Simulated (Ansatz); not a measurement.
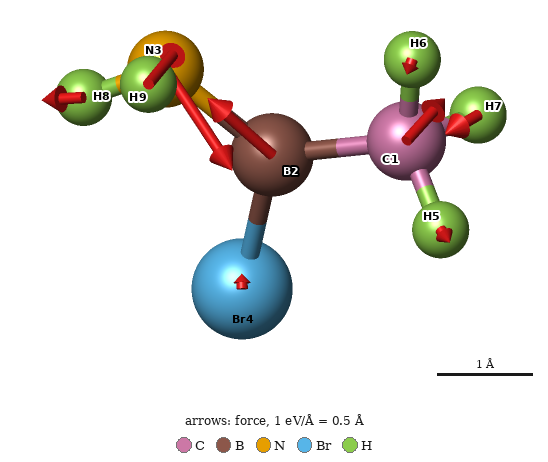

Starting geometry of CH$_{5}$BBrN (coarse preliminary run) with the computed forces as red arrows. The picture is a ball-and-stick view, seen from a free direction.

The start comes from a force field.

Level of theory: RKS PBE-D4/def2-SVP (Ansatz 0.2.0). Set-up: force threshold 0.03 eV/Å; at most 200 steps.

**What follows when this structure is relaxed?**

It isn't relaxed: the largest force vector, on N3, is 2.95 eV/Å. The final displacements follow the starting forces only in part (cosine between the two patterns 0.51). The atom that moves furthest after the best rigid fit is H9 (0.58 Å). Largest moves by element: H 0.58 Å, N 0.32 Å, Br 0.18 Å, B 0.08 Å. C stays in place. Some distances before and after: B2–N3 1.505 → 1.399 Å, N3–H9 1.088 → 1.021 Å, C1–H7 1.153 → 1.110 Å, C1–H5 1.097 → 1.110 Å. Among the angles between lasting bonds that change: B2–N3–H9 108.5° → 122.3°, B2–N3–H8 109.7° → 123.2°, H8–N3–H9 103.5° → 114.5°. After 5 geometry steps the energy has fallen by 15.1 kcal/mol. Largest force component: 2.3 eV/Å at the start, 0.013 eV/Å at the end. Cost: 5.5 s on 4 threads of AMD EPYC 7B13 (shared host).
